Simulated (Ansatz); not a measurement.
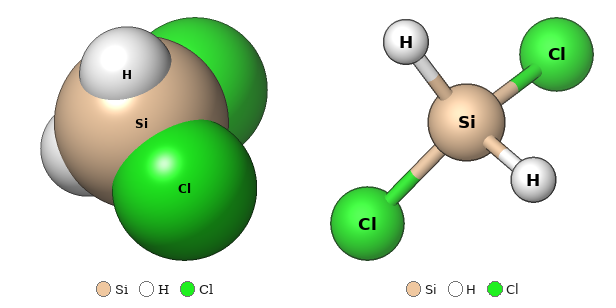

The same structure drawn twice, from different directions.

Computed geometry: PBE0-D4/def2-TZVP optimisation.

Which formula does it have?

Cl2H2Si, 5 atoms: 2 chlorine, 2 hydrogen and 1 silicon.

Count the bonded pairs by element.

2 Si–H, 2 Cl–Si. Sticks follow a distance rule.

Give the symmetry (Schoenflies symbol).

C2v.

How many sets of symmetry-equivalent atoms are there?

3: 1 Si, 2 H, 2 Cl.

The parts below concern this one geometry. Atoms keep their numbers from picture to picture.

## Vibrations

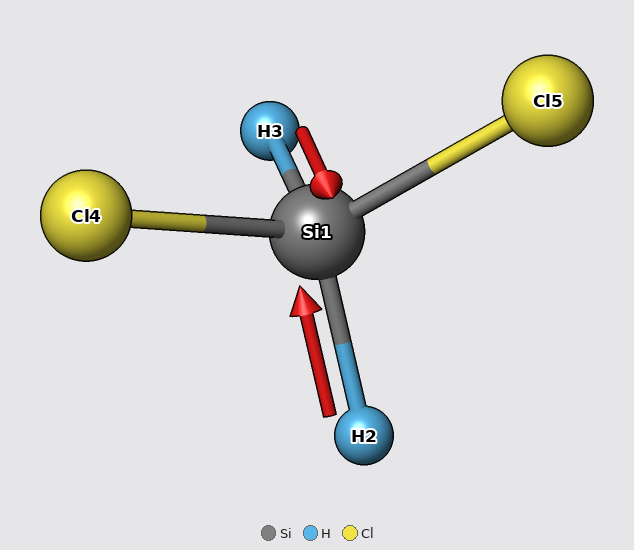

The arrows show one normal mode. Harmonic vibrations computed with RKS PBE0-D4/def2-TZVP (Ansatz 0.2.0) at a stationary point of the same level.

What kind of motion is it?

Mostly in-phase stretching of 2 Si–H bonds.

At what wavenumber does it lie?

2272 cm⁻¹; it is mode 8 of 9 counted from the lowest.

## Electronic properties

Properties computed with RKS PBE0-D4/def2-TZVPP (Ansatz 0.2.0).

Computed properties:

- HOMO energy (Kohn–Sham orbital): −9.10 eV
- LUMO energy (Kohn–Sham orbital): 0.05 eV
- HOMO–LUMO gap: 9.15 eV

## Charges

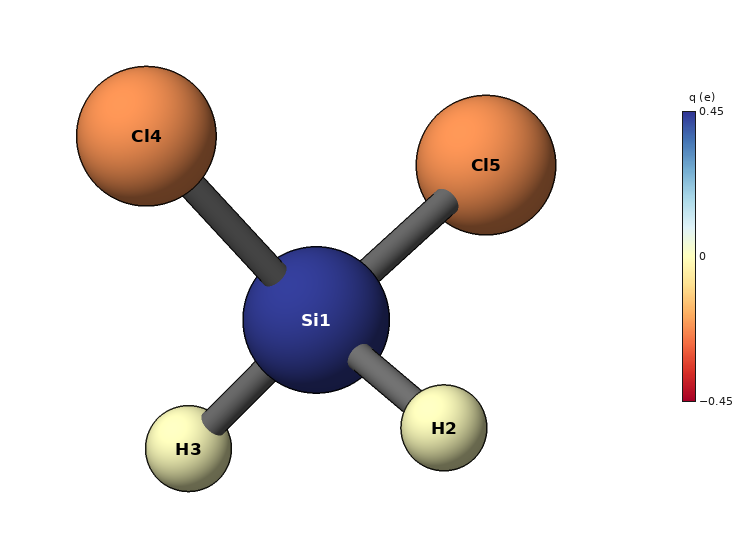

Atoms are coloured by their Mulliken charges. Properties computed with RKS PBE0-D4/def2-TZVP (Ansatz 0.2.0).

Give the Mulliken charges atom by atom.

```tsv
atom	value (e)
Si1	0.44
H2	0.00
H3	0.00
Cl4	−0.22
Cl5	−0.22
```

Mulliken values depend strongly on the basis set and can even reverse the polarity of a bond.
